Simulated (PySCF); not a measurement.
C₂BrCl₂, doublet, SMILES `ClC(Cl)=[C]Br`.

Computed with PySCF, B3LYP/def2-SVP, geometry: GFN2-xTB. No frequency check shows the geometry to be a minimum. GFN2-xTB bond lengths at metals and heavier atoms can be off by up to 0.1 Å and shapes distorted, which carries into these values. GFN2-xTB doesn't know the spin state, so this open-shell geometry is rough.

Cartesian coordinates (Å):

```
Cl1      1.2784    1.6132    0.0000
C2       0.9801   -0.1320    0.0000
Cl3      2.4154   -1.0678    0.0000
C4      -0.2053   -0.6563    0.0000
Br5     -1.9270   -0.1298    0.0000
```

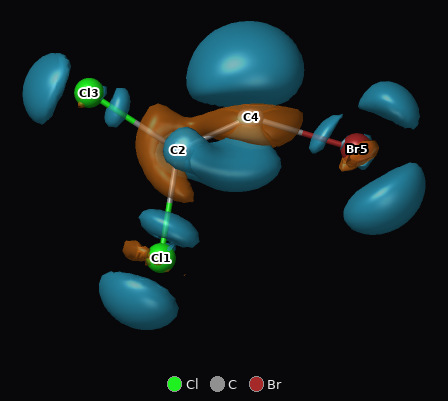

Fukui function f⁺ = ρ(N+1) − ρ(N) at fixed geometry, surfaces at ±0.03 e/Å³ (light blue positive, orange negative).

> Which atoms respond most to the addition of an electron?

f⁺ (Hirshfeld-condensed) is largest on C4 (0.29), Br5 (0.28) and Cl1 (0.19); the vertical electron affinity is 1.40 eV (to the singlet anion, which needn't be its lowest state; the anion's highest orbital has positive energy, so this value and f⁺ depend on the basis). Condensed values hint at sites of nucleophilic attack but needn't mark the atom that reacts. Shares this close don't rank the sites. Orbital relaxation makes it negative in places (0.20 e in all).

Cost of the run: 37 s on 1 thread of Arm Neoverse V2, with other jobs on the host, peak memory 0.47 GiB.
